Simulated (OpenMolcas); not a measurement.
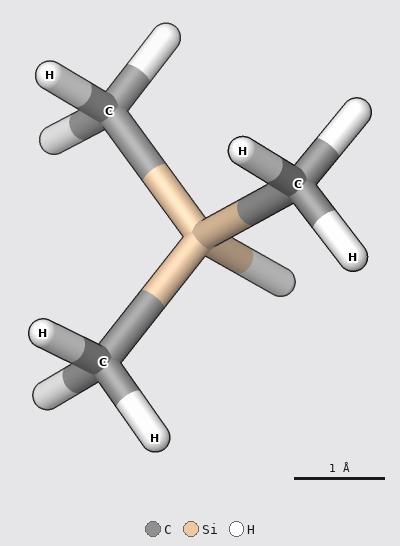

**Figure 1.** The structure as given in the input (stick view, seen at a tilt).

# Single-point calculation of C₃H₁₀Si (part 1 of 2)

C₃H₁₀Si, SMILES C[SiH](C)C, computed with B2PLYP/cc-pVDZ, RKS (OpenMolcas 26.06).

The geometry comes from this level: PBE0-D4/def2-TZVP.

## The input
```
&GATEWAY
  BASLIB
  $CurrDir
  COORD
  struct.xyz
  BASIS
  cc-pVDZ
  GROUP
  NoSym

&SEWARD
  GRIDINPUT
  Grid=UltraFine
  End of Grid

&SCF
  KSDFT
  B2PLYP_SCF
  THRESHOLDS
  1e-10 1e-07 1e-07 1e-05
  PRORBITALS
  1 1

&MBPT2
  FROZEN
  8
```

## File struct.xyz
```
14

C     -0.956800     1.082600    -1.038400
Si    -0.338800    -0.014600     0.348900
C      1.239400     0.684100     1.077800
C     -0.051300    -1.756700    -0.277600
H     -1.888100     0.697200    -1.460900
H     -1.145900     2.098700    -0.683100
H     -0.221600     1.141300    -1.845900
H     -1.379500    -0.059300     1.420400
H      2.029000     0.733500     0.322800
H      1.601800     0.063500     1.901200
H      1.081800     1.694100     1.464300
H     -0.968800    -2.184000    -0.689800
H      0.706900    -1.767300    -1.065700
H      0.291900    -2.413100     0.526000
```

Command:
```bash
export MOLCAS_MEM=1860
pymolcas test.inp > test.log
```

## What the program printed
```
--- Start Module: gateway ---

                                              &GATEWAY

                       available to each process: 1.9 GB of memory, 1 thread

 Basis Set     1 Label: C.CC-PVDZ
 Basis set is read from library:.
 basistype.tbl is not found

 Basis Set     2 Label: SI.CC-PVDZ
 Basis set is read from library:.
 basistype.tbl is not found

 Basis Set     3 Label: C.CC-PVDZ
 Basis set is read from library:.
 basistype.tbl is not found

 Basis Set     4 Label: H.CC-PVDZ
 Basis set is read from library:.
 basistype.tbl is not found

++    Symmetry information:
      ---------------------

                    Character Table for C1

                             E
                    a        1  x, y, xy, Rz, z, xz, Ry, yz, Rx, I
--

++    Basis set information:
      ----------------------

      Basis set label: C.CC-PVDZ.........

      Electronic valence basis set:
      ------------------
      Associated Effective Charge   6.000000 au
      Associated Actual Charge      6.000000 au
      Nuclear Model: Point charge

      Shell  nPrim  nBasis  Cartesian Spherical Contaminant
         s       9       3        X
         p       4       2        X
         d       1       1                 X

      Basis set label: SI.CC-PVDZ.........

      Electronic valence basis set:
      ------------------
      Associated Effective Charge  14.000000 au
      Associated Actual Charge     14.000000 au
      Nuclear Model: Point charge

      Shell  nPrim  nBasis  Cartesian Spherical Contaminant
         s      12       4        X
         p       8       3        X
         d       1       1                 X

      Basis set label: C.CC-PVDZ.........

      Electronic valence basis set:
      ------------------
      Associated Effective Charge   6.000000 au
      Associated Actual Charge      6.000000 au
      Nuclear Model: Point charge

      Shell  nPrim  nBasis  Cartesian Spherical Contaminant
         s       9       3        X
         p       4       2        X
         d       1       1                 X

      Basis set label: H.CC-PVDZ.........

      Electronic valence basis set:
      ------------------
      Associated Effective Charge   1.000000 au
      Associated Actual Charge      1.000000 au
      Nuclear Model: Point charge

      Shell  nPrim  nBasis  Cartesian Spherical Contaminant
         s       4       2        X
         p       1       1        X
--

++    Molecular structure info:
      -------------------------

                    ************************************************
                    **** Cartesian Coordinates / bohr, angstrom ****
                    ************************************************

     Center  Label                x              y              z                     x              y              z
        1      C1              -1.808090       2.045818      -1.962292             -0.956800       1.082600      -1.038400
        2      SI2             -0.640239      -0.027590       0.659325             -0.338800      -0.014600       0.348900
        3      C3               2.342127       1.292762       2.036747              1.239400       0.684100       1.077800
        4      C4              -0.096943      -3.319682      -0.524588             -0.051300      -1.756700      -0.277600
        5      H5              -3.567992       1.317517      -2.760701             -1.888100       0.697200      -1.460900
        6      H6              -2.165437       3.965968      -1.290872             -1.145900       2.098700      -0.683100
        7      H7              -0.418763       2.156744      -3.488245             -0.221600       1.141300      -1.845900
        8      H8              -2.606877      -0.112061       2.684167             -1.379500      -0.059300       1.420400
        9      H9               3.834254       1.386114       0.610004              2.029000       0.733500       0.322800
       10      H10              3.026963       0.119998       3.592747              1.601800       0.063500       1.901200
       11      H11              2.044306       3.201385       2.767126              1.081800       1.694100       1.464300
       12      H12             -1.830767      -4.127162      -1.303533             -0.968800      -2.184000      -0.689800
       13      H13              1.335847      -3.339713      -2.013881              0.706900      -1.767300      -1.065700
       14      H14              0.551611      -4.560098       0.993996              0.291900      -2.413100       0.526000

                    ***************************************
                    *    InterNuclear Distances / bohr    *
                    ***************************************

               1 C1            2 SI2           3 C3            4 C4            5 H5            6 H6
    1 C1       0.000000
    2 SI2      3.540589        0.000000
    3 C3       5.812375        3.540498        0.000000
    4 C4       5.812366        3.540437        5.812412        0.000000
    5 H5       2.065220        4.698684        7.612202        6.209025        0.000000
    6 H6       2.065304        4.698724        6.207835        7.612264        3.337941        0.000000
    7 H7       2.066656        4.692836        6.236547        6.235229        3.339351        3.339552
    8 H8       5.184986        2.823966        5.185105        5.185047        5.710869        5.711928
    9 H9       6.236021        4.692769        2.066581        6.235874        8.133855        6.801858
   10 H10      7.612160        4.698417        2.065312        6.208272        9.235464        8.099522
   11 H11      6.208356        4.698498        2.065186        7.612138        8.099612        5.896937
   12 H12      6.208071        4.698580        7.612232        2.065169        5.897950        8.100057
   13 H13      6.236260        4.692666        6.235383        2.066708        6.804055        8.133555
   14 H14      7.612223        4.698525        6.208804        2.065273        8.100323        9.235626

               7 H7            8 H8            9 H9           10 H10          11 H11          12 H12
    7 H7       0.000000
    8 H8       6.930656        0.000000
    9 H9       5.956314        6.930718        0.000000
   10 H10      8.133992        5.711351        3.339391        0.000000
   11 H11      6.803503        5.711332        3.339506        3.337996        0.000000
   12 H12      6.801044        5.711842        8.133283        8.099967        9.235478        0.000000
   13 H13      5.955120        6.930691        5.954851        6.801746        8.133013        3.339478
   14 H14      8.133147        5.711196        6.802987        5.897811        8.100170        3.337933

              13 H13          14 H14
   13 H13      0.000000
   14 H14      3.339415        0.000000

                    *******************************************
                    *    InterNuclear Distances / angstrom    *
                    *******************************************

               1 C1            2 SI2           3 C3            4 C4            5 H5            6 H6
    1 C1       0.000000
    2 SI2      1.873599        0.000000
    3 C3       3.075776        1.873551        0.000000
    4 C4       3.075772        1.873518        3.075796        0.000000
    5 H5       1.092867        2.486436        4.028204        3.285675        0.000000
    6 H6       1.092912        2.486458        3.285045        4.028236        1.766362        0.000000
    7 H7       1.093627        2.483342        3.300239        3.299541        1.767108        1.767215
    8 H8       2.743776        1.494378        2.743840        2.743809        3.022062        3.022622
    9 H9       3.299960        2.483307        1.093587        3.299882        4.304251        3.599388
   10 H10      4.028182        2.486295        1.092916        3.285276        4.887197        4.286082
   11 H11      3.285320        2.486338        1.092849        4.028170        4.286130        3.120525
   12 H12      3.285170        2.486382        4.028220        1.092841        3.121061        4.286365
   13 H13      3.300087        2.483252        3.299623        1.093655        3.600551        4.304092
   14 H14      4.028215        2.486353        3.285557        1.092895        4.286506        4.887283

               7 H7            8 H8            9 H9           10 H10          11 H11          12 H12
    7 H7       0.000000
    8 H8       3.667545        0.000000
    9 H9       3.151946        3.667578        0.000000
   10 H10      4.304323        3.022317        1.767129        0.000000
   11 H11      3.600259        3.022306        1.767191        1.766391        0.000000
   12 H12      3.598958        3.022576        4.303948        4.286318        4.887204        0.000000
   13 H13      3.151314        3.667564        3.151171        3.599329        4.303805        1.767176
   14 H14      4.303876        3.022235        3.599986        3.120987        4.286425        1.766358

              13 H13          14 H14
   13 H13      0.000000
   14 H14      1.767142        0.000000

                    **************************************
                    *    Valence Bond Angles / degree    *
                    **************************************
                          Atom centers                 Phi
                      5 H5       1 C1       6 H6       107.82
                      5 H5       1 C1       7 H7       107.84
                      6 H6       1 C1       7 H7       107.85
                      9 H9       3 C3      10 H10      107.84
                      9 H9       3 C3      11 H11      107.85
                     10 H10      3 C3      11 H11      107.83
                     12 H12      4 C4      13 H13      107.85
                     12 H12      4 C4      14 H14      107.83
                     13 H13      4 C4      14 H14      107.84
--

            Nuclear Potential Energy            175.33263181 au

--- Stop Module: gateway /rc=_RC_ALL_IS_WELL_ ---

--- Start Module: seward ---

                                              &SEWARD

                       available to each process: 1.9 GB of memory, 1 thread

               SEWARD will generate:
                  Multipole Moment integrals up to order  2
                  Kinetic Energy integrals
                  Nuclear Attraction integrals (point charge)
                  One-Electron Hamiltonian integrals
                  Velocity integrals
                  Orbital angular momentum around ( -0.1683  -0.0072   0.1733 )
                  Velocity quadrupole around ( -0.1683  -0.0072   0.1733 )
                  Two-Electron Repulsion integrals

                   Integrals are discarded if absolute value <: 1.00E-14
                   Integral cutoff threshold is set to       <: 1.00E-16

            Nuclear Potential Energy            175.33263181 au

      Basis set specifications :
      Symmetry species         a
      Basis functions          110

--- Stop Module: seward /rc=_RC_ALL_IS_WELL_ ---
--- Module seward spent 6 seconds ---

--- Start Module: scf ---

                                                &SCF

                       available to each process: 1.9 GB of memory, 1 thread

 ###############################################################################
 ###     Minimized-density-differences option turned off!                    ###
 ###############################################################################
++    Input section:
      --------------

      Header of the integral files:

      Cartesian coordinates in angstrom:
      -----------------------------------------------------
      No.  Label        X            Y            Z
      -----------------------------------------------------
       1   C1        -0.95680000   1.08260000  -1.03840000
       2   SI2       -0.33880000  -0.01460000   0.34890000
       3   C3         1.23940000   0.68410000   1.07780000
       4   C4        -0.05130000  -1.75670000  -0.27760000
       5   H5        -1.88810000   0.69720000  -1.46090000
       6   H6        -1.14590000   2.09870000  -0.68310000
       7   H7        -0.22160000   1.14130000  -1.84590000
       8   H8        -1.37950000  -0.05930000   1.42040000
       9   H9         2.02900000   0.73350000   0.32280000
      10   H10        1.60180000   0.06350000   1.90120000
      11   H11        1.08180000   1.69410000   1.46430000
      12   H12       -0.96880000  -2.18400000  -0.68980000
      13   H13        0.70690000  -1.76730000  -1.06570000
      14   H14        0.29190000  -2.41310000   0.52600000
      -----------------------------------------------------
      Nuclear repulsion energy =  175.33263181
--

++    Orbital specifications:
      -----------------------

      Symmetry species               1
                                     a
      Frozen orbitals                0
      Occupied orbitals             21
      Secondary orbitals            89
      Deleted orbitals               0
      Total number of orbitals     110
      Number of basis functions    110
--

      Molecular charge                           0.000

      Numerical integration parameters
      --------------------------------
      Radial quadrature type:                         MHL
      Size of radial grid:                            99
      Lebedev angular grid:                           41
      Angular grid pruned with the crowding factor:  1.00E+10
                                 and fading factor:  1.00E+01
      Screening threshold for integral computation:   1.00E-11
      Radial quadrature accuracy:                     1.00E-25
      Maximum batch size:                             128
      AO values are stored on disk
      The same grid will be used for all iterations.

      DFT functional specifications
      -----------------------------
      Using Libxc version: 6.2.2
      Please cite the following reference:
      S. Lehtola, C. Steigemann, M. J.T. Oliveira, and M. A.L. Marques.,  SoftwareX 7, 1–5 (2018) doi:10.1016/j.softx.2017.11.002

      * Becke 88
        - A. D. Becke.,  Phys. Rev. A 38, 3098 (1988) doi:10.1103/PhysRevA.38.3098
      * Lee, Yang & Parr
        - C. Lee, W. Yang, and R. G. Parr.,  Phys. Rev. B 37, 785 (1988) doi:10.1103/PhysRevB.37.785
        - B. Miehlich, A. Savin, H. Stoll, and H. Preuss.,  Chem. Phys. Lett. 157, 200 (1989) doi:10.1016/0009-2614(89)87234-3

++    Optimization specifications:
      ----------------------------
```
